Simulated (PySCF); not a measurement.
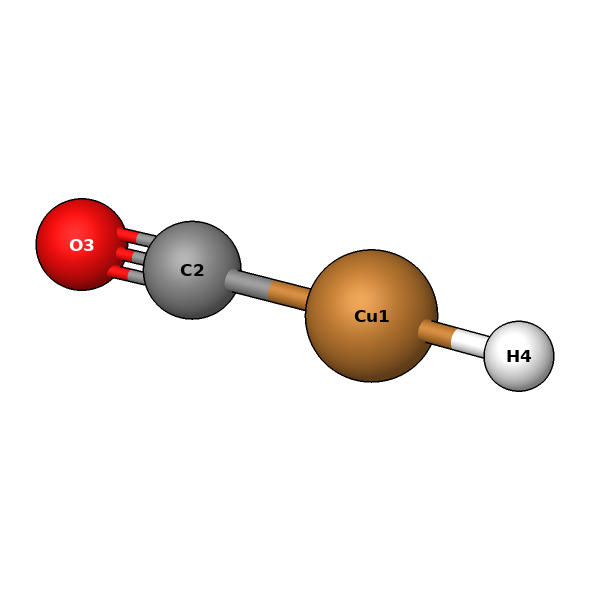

The species is neutral and a spin singlet. The geometry was computed by an optimisation with PBE0-D3(BJ)/def2-SVP. No frequency run is at hand to confirm it as a minimum. Level of theory: delta-SCF UKS SCAN, pcX-2 on the ionised atom (unc-x2c-TZVPall on a metal), pcseg-1 elsewhere, spin-free X2C (PySCF 2.14.0).

Give the core-electron binding energies (to vacuum; p and d levels without spin–orbit splitting) of Cu1 2p, C2 1s, O3 1s.

| atom | level | binding energy (eV) |
| --- | --- | --- |
| Cu1 | 2p | 946.3 |
| C2 | 1s | 295.2 |
| O3 | 1s | 541.9 |
